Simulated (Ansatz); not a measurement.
## Run report: Ga₄CN₄, single-point calculation (part 1 of 3)

System: Ga₄CN₄ (slab, 9 atoms in the cell).
Method: DFT, PBE, plane waves, PAW, PAW set soft_1, spin-polarised (Ansatz 0.2.0).

The structure derives from an entry of the Crystallography Open Database.

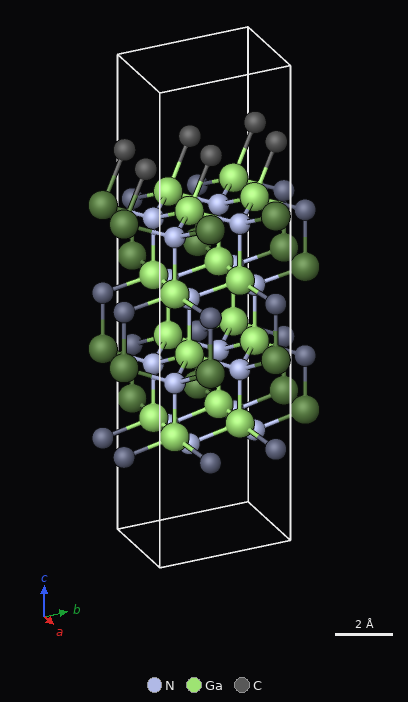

The structure (ball-and-stick view of the 2 × 2 repeat of the cell, with the vacuum cut short, seen slightly off an axis; neighbours outside the cell are drawn fainter). Near neighbours in the crystal (not all of them lie inside the picture): N has 3 Ga at 1.97 Å; Ga has 4 N at 1.94 to 2.09 Å; N has 4 Ga at 1.94 to 2.09 Å; Ga has 1 C at 2.14 Å and 3 N at 1.94 Å; C has 1 Ga at 2.14 Å.

Input
```yaml
crystal:
  lattice:
    - [3.2186527221, 0.0, 0.0]
    - [-1.6093263611, 2.7874350233, 0.0]
    - [0.0, 0.0, 24.0282017551]
  atoms:
    - { symbol: "N", position: [0.3333333333, 0.6666666667, 0.166471051] }
    - { symbol: Ga, position: [0.6666666667, 0.3333333333, 0.1933709034] }
    - { symbol: "N", position: [0.6666666667, 0.3333333333, 0.2755821727] }
    - { symbol: Ga, position: [0.3333333333, 0.6666666667, 0.3024820251] }
    - { symbol: "N", position: [0.3333333333, 0.6666666667, 0.38773924] }
    - { symbol: Ga, position: [0.6666666667, 0.3333333333, 0.4109595809] }
    - { symbol: "N", position: [0.6666666667, 0.3333333333, 0.497742776] }
    - { symbol: Ga, position: [0.3333333333, 0.6666666667, 0.5213957284] }
    - { symbol: C, position: [0.3333333333, 1.0, 0.5986113664], spin: 2.0 }
kpoints:
  mp_grid: { grid: [4, 4, 1] }
hamiltonian:
  xc: pbe
  pseudopotentials: { kind: paw, azcp: { folder: soft_1 } }
scf:
  occupations: { method: gaussian, width: 0.01 }
output:
  forces: true
  eigenvalues: true
magnetization:
  spin_polarized: true
efield:
  axis: 3
  dipole_correction: true
  ramp_width: 0.04
```

Hardware: 2 threads of Intel Xeon (Granite Rapids), 32 GiB of memory available, shared host.

Run as:
```bash
ansatz run input.yaml --threads 2 --pin off --max-ram 6144MiB --backend cpu --events-out ev --progress --plain --runs-dir out
```

The program's output
```
Engine: ansatz 0.2.0, x86_64-unknown-linux-gnu
Pseudopotentials: kind: paw
Pseudopotential: N, paw, valence charge 5, recommended cutoff 420 eV (normal), [file]
Pseudopotential: Ga, paw, valence charge 13, recommended cutoff 420 eV (normal), [file]
Pseudopotential: C, paw, valence charge 4, recommended cutoff 420 eV (normal), [file]
Functional definition: PBE
  parameter kappa = 0.804
  parameter beta = 0.06672455060314922
  exchange = pbe_x(kappa = kappa, mu = beta*pi^2/3)
  correlation = pbe_c(beta = beta)
Crystal: 9 atoms, lattice volume = 215.576 Å³
Basis set: ecut = 420 eV, 4317 PW (Γ), exchange–correlation on 48×48×324 points (8 copies of the dense FFT grid, shifted against one another)
Bands: 48, of which v1, the nominal top of the filled ones, is band 38 counted from 1 (37 counted from 0)
Symmetry: 1 space group operations
k-points: 10 of 16 (time reversal used)
Non-local potential: N, projectors of the file, l = 0: 2, l = 1: 2, l = 2: 1
Non-local potential: Ga, projectors of the file, l = 0: 2, l = 1: 2, l = 2: 3, l = 3: 1
Non-local potential: C, projectors of the file, l = 0: 2, l = 1: 2, l = 2: 1
PAW form: soft (Blöchl's): semilocal exchange-correlation on the pseudo side does not see the compensation charge
PAW one-centre angular grid: N, 110 points (default); XC on 64 Gauss nodes
PAW one-centre angular grid: Ga, 590 points (default); XC on 64 Gauss nodes
PAW one-centre angular grid: C, 110 points (default); XC on 64 Gauss nodes
Initial density: superposition of atomic densities (neutral atoms: chi_scale 0, normalization atom)
Starting moments: Σ|m| = 2 μB on 1 of 9 sites
Initial wavefunctions: pseudopotential atomic-orbital guess
Functional: x = pbe(κ = 0.804, μ = 0.2195149727645171), c = pbe(β = 0.06672455060314922)
```
